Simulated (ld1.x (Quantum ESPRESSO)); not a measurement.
# Pseudopotential generation for Co (part 2 of 2)

Continued. System: cobalt (Co, Z = 27), core [Ne] 3s2, reference valence 3p6 3d7.5 4s1.5 4p0, valence charge 15. Method: TM potential, PBE, scalar-relativistic, made with ld1.x (Quantum ESPRESSO) 7.5.

**Output of the test run (extracts), continued**
```
     ---------------------- Testing the pseudopotential ----------------------

     Co
     scalar relativistic calculation

     atomic number is 27.00   valence charge is 15.00
     dft =PBE   lsd =0 sic =0 latt =0  beta=0.20 tr2=1.0E-14
     mesh =1193 r(mesh) =  99.89935 xmin = -7.00 dx = 0.01250

     n l     nl             e AE (Ry)        e PS (Ry)    De AE-PS (Ry)
     2 1     3P   1( 6.00)       -5.95660       -5.83727       -0.11933  !
     3 2     3D   1( 6.00)       -1.67487       -1.55185       -0.12302  !
     1 0     4S   1( 2.00)       -1.06776       -1.06564       -0.00212
     3 1     4P   1( 0.00)       -0.63474       -0.56282       -0.07192  !

     eps = 7.1E-15  iter = 16

     Etot =   -2785.179003 Ry,   -1392.589502 Ha,  -37894.290813 eV
     Etotps =  -214.520881 Ry,    -107.260441 Ha,   -2918.705278 eV
     dEtot_ae =       1.186443 Ry
     dEtot_ps =       1.124004 Ry,   Delta E=       0.062439 Ry

     Ekin =     126.309006 Ry,      63.154503 Ha,    1718.521569 eV
     Encl =    -372.641002 Ry,    -186.320501 Ha,   -5070.039114 eV
     Ehrt =     169.003464 Ry,      84.501732 Ha,    2299.409273 eV
     Ecxc =     -30.458423 Ry,     -15.229212 Ha,    -414.407962 eV
     (Ecc =      -4.269994 Ry,      -2.134997 Ha,     -58.096233 eV)
     Epseu=    -106.733926 Ry,     -53.366963 Ha,   -1452.189043 eV

     ---------------------- End of pseudopotential test ----------------------

     ---------------------- Testing the pseudopotential ----------------------

     Co
     scalar relativistic calculation

     atomic number is 27.00   valence charge is 15.00
     dft =PBE   lsd =0 sic =0 latt =0  beta=0.20 tr2=1.0E-14
     mesh =1193 r(mesh) =  99.89935 xmin = -7.00 dx = 0.01250

     n l     nl             e AE (Ry)        e PS (Ry)    De AE-PS (Ry)
     2 1     3P   1( 6.00)       -7.62638       -7.70207        0.07568  !
     3 2     3D   1( 6.00)       -3.31966       -3.37151        0.05185  !
     1 0     4S   1( 0.00)       -2.38146       -2.58558        0.20413  !
     3 1     4P   1( 0.00)       -1.82341       -1.73686       -0.08655  !

     eps = 2.8E-16  iter =  9

     Etot =   -2781.761040 Ry,   -1390.880520 Ha,  -37847.787048 eV
     Etotps =  -210.976717 Ry,    -105.488358 Ha,   -2870.484465 eV
     dEtot_ae =       4.604407 Ry
     dEtot_ps =       4.668169 Ry,   Delta E=      -0.063762 Ry

     Ekin =     129.490342 Ry,      64.745171 Ha,    1761.805851 eV
     Encl =    -344.677285 Ry,    -172.338643 Ha,   -4689.573369 eV
     Ehrt =     145.128719 Ry,      72.564359 Ha,    1974.576813 eV
     Ecxc =     -29.227455 Ry,     -14.613727 Ha,    -397.659783 eV
     (Ecc =      -4.269994 Ry,      -2.134997 Ha,     -58.096233 eV)
     Epseu=    -111.691037 Ry,     -55.845519 Ha,   -1519.633977 eV

     ---------------------- End of pseudopotential test ----------------------

     ---------------------- Testing the pseudopotential ----------------------

     Co
     scalar relativistic calculation

     atomic number is 27.00   valence charge is 15.00
     dft =PBE   lsd =0 sic =0 latt =0  beta=0.20 tr2=1.0E-14
     mesh =1193 r(mesh) =  99.89935 xmin = -7.00 dx = 0.01250

     n l     nl             e AE (Ry)        e PS (Ry)    De AE-PS (Ry)
     2 1     3P   1( 6.00)       -5.07925       -5.16099        0.08174  !
     3 2     3D   1( 7.00)       -0.84920       -0.92360        0.07440  !
     1 0     4S   1( 0.00)       -0.55385       -0.60545        0.05160  !
     3 1     4P   1( 2.00)       -0.20516       -0.20105       -0.00410

     eps = 6.1E-15  iter = 21

     Etot =   -2785.634942 Ry,   -1392.817471 Ha,  -37900.494175 eV
     Etotps =  -214.847797 Ry,    -107.423898 Ha,   -2923.153192 eV
     dEtot_ae =       0.730505 Ry
     dEtot_ps =       0.797089 Ry,   Delta E=      -0.066584 Ry

     Ekin =     135.133924 Ry,      67.566962 Ha,    1838.590705 eV
     Encl =    -382.280065 Ry,    -191.140033 Ha,   -5201.185257 eV
     Ehrt =     178.142791 Ry,      89.071395 Ha,    2423.756144 eV
     Ecxc =     -31.145008 Ry,     -15.572504 Ha,    -423.749420 eV
     (Ecc =      -4.269994 Ry,      -2.134997 Ha,     -58.096233 eV)
     Epseu=    -114.699439 Ry,     -57.349719 Ha,   -1560.565365 eV

     ---------------------- End of pseudopotential test ----------------------

     ---------------------- Testing the pseudopotential ----------------------

     Co
     scalar relativistic calculation

     atomic number is 27.00   valence charge is 15.00
     dft =PBE   lsd =0 sic =0 latt =0  beta=0.20 tr2=1.0E-14
     mesh =1193 r(mesh) =  99.89935 xmin = -7.00 dx = 0.01250

     n l     nl             e AE (Ry)        e PS (Ry)    De AE-PS (Ry)
     2 1     3P   1( 6.00)       -5.13418       -5.12055       -0.01363  !
     3 2     3D   1( 7.00)       -0.91071       -0.89481       -0.01591  !
     1 0     4S   1( 1.50)       -0.66067       -0.66164        0.00098
     3 1     4P   1( 0.00)       -0.30907       -0.28015       -0.02891  !

     eps = 7.9E-16  iter = 18

     Etot =   -2786.030079 Ry,   -1393.015039 Ha,  -37905.870282 eV
     Etotps =  -215.312838 Ry,    -107.656419 Ha,   -2929.480403 eV
     dEtot_ae =       0.335368 Ry
     dEtot_ps =       0.332047 Ry,   Delta E=       0.003321 Ry

     Ekin =     132.727632 Ry,      66.363816 Ha,    1805.851435 eV
     Encl =    -382.973211 Ry,    -191.486605 Ha,   -5210.615979 eV
     Ehrt =     178.494647 Ry,      89.247323 Ha,    2428.543389 eV
     Ecxc =     -31.233460 Ry,     -15.616730 Ha,    -424.952865 eV
     (Ecc =      -4.269994 Ry,      -2.134997 Ha,     -58.096233 eV)
     Epseu=    -112.328447 Ry,     -56.164224 Ha,   -1528.306383 eV

     ---------------------- End of pseudopotential test ----------------------
```

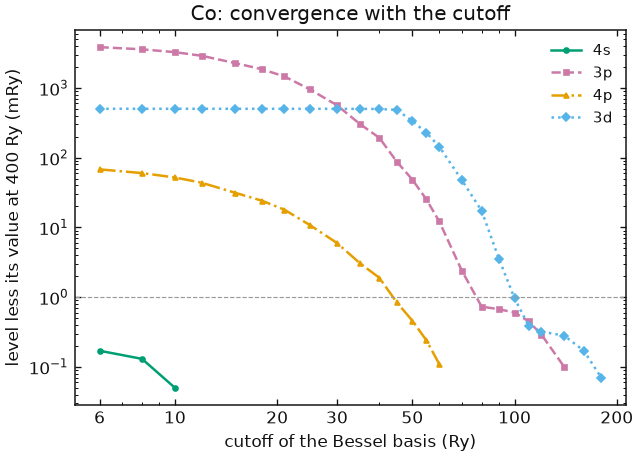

Figure 2. The pseudo-atom Hamiltonian at the reference potential is diagonalised in spherical Bessel functions (20 bohr box) up to the cutoff. Curves: distance of each valence level from its value at 400 Ry.

- Cutoffs from which each level stays within 1 mRy: 4s: 6 Ry or less; 3p: 80 Ry; 4p: 45 Ry; 3d: 100 Ry.
- Hardest occupied shell: 3d: its level needs 100 Ry to come within 1 mRy, against 80 Ry for 3p.
- Cutoffs for 10 and 1 mRy in the occupation-weighted sum of levels: 110 Ry and 180 Ry, on the ladder of cutoffs that was run.

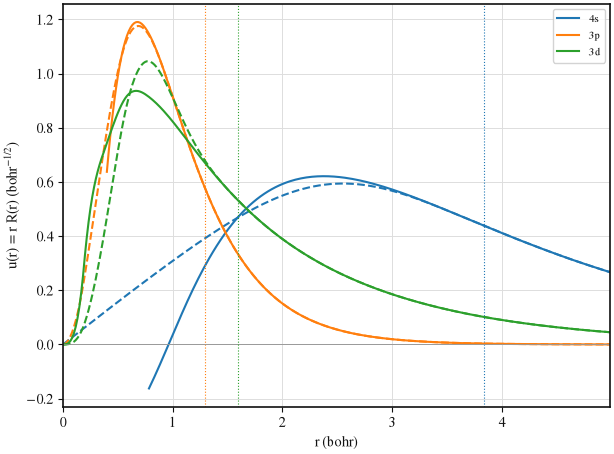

Figure 3. All-electron valence functions (solid) with their pseudo partners (dashed). Dotted lines mark the matching radii. The innermost oscillations of some all-electron curves aren't drawn. Pseudo-waves: 4s has no node; 3p has no node; 3d has no node.

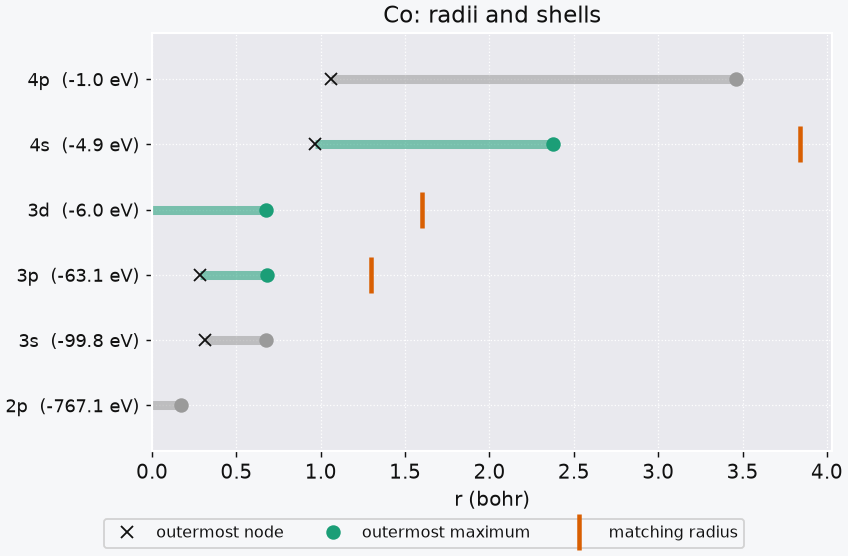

Figure 4. Outer shells of the all-electron reference atom: each bar runs from the outermost node (or the nucleus) to the outermost maximum of u(r); the tick is the radius chosen for the pseudo-wave. Shells without a tick have no pseudo-wave of their own. Levels, nodes and maxima are from ld1.x, scalar-relativistic.

- Radii against the shells: 3p: 1.30 bohr, outside the maximum; 3d: 1.60 bohr, outside the maximum; 4s: 3.84 bohr, outside the maximum.

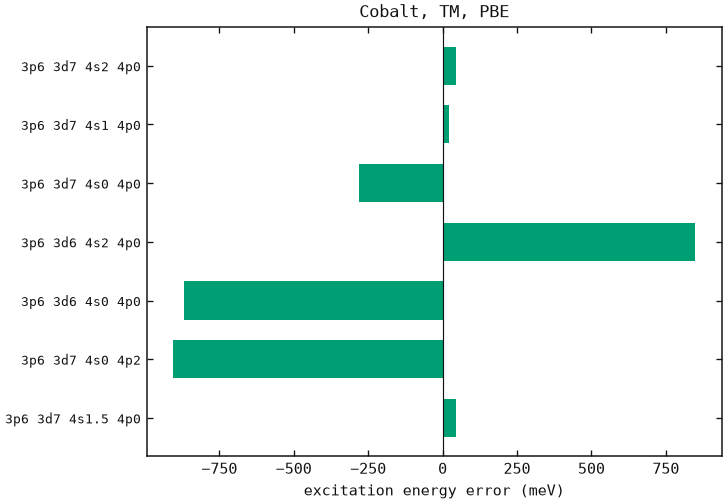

Figure 5. Errors, all-electron minus pseudo, of the energies of valence configurations relative to the unpolarised reference 3p6 3d7.5 4s1.5 4p0.

- Worst configuration: 3p6 3d7 4s0 4p2 (neutral): the error is -906 meV on an all-electron energy of +9.94 eV relative to the reference, or 9.1 %.
- Errors in meV: 3p6 3d7 4s2 4p0: +46; 3p6 3d7 4s1 4p0: +22; 3p6 3d7 4s0 4p0: -280; 3p6 3d6 4s2 4p0: +850; 3p6 3d6 4s0 4p0: -868; 3p6 3d7 4s0 4p2: -906; 3p6 3d7 4s1.5 4p0: +45.

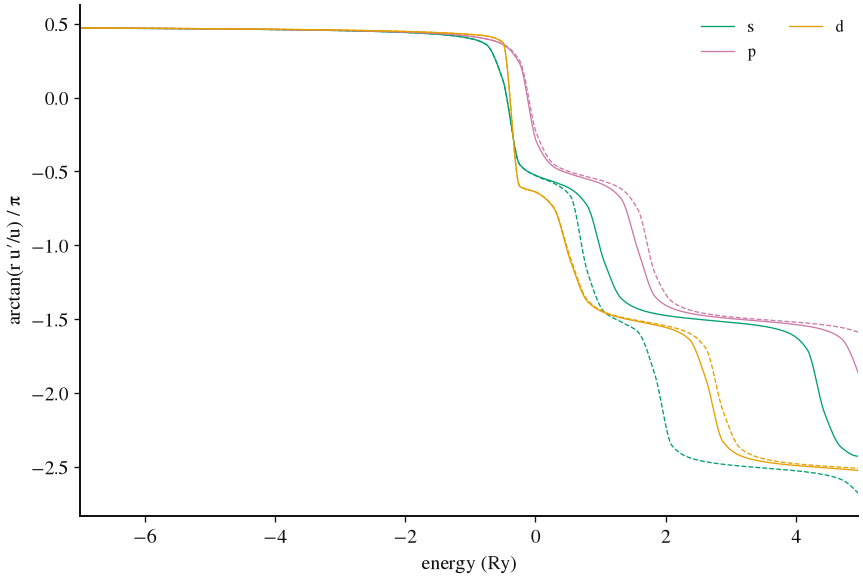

Figure 6. Unwrapped phase arctan(r u′/u) in units of π against energy, all-electron (solid) and pseudo (dashed); the pseudo phase is matched to the all-electron one at the reference energy. Here u = r R(r). A near-vertical step is a level narrower than the spacing of the points behind the curves.

- Range over which the phases agree within 0.05 rad: s: up to about 0.4 Ry; p: up to about -0.3 Ry; d: up to about 0.4 Ry.
- Ghost states: Going away from the reference energies, the phases part by more than π/2 in: s at about 1.9 Ry (above its reference energy, pseudo phase lower). Such a step is either a state that only one of the two atoms has or an ordinary level shifted in energy. The separate test gives: no ghost state below the valence levels in the s, p, d, f channels.

Outcome of the run: generated.
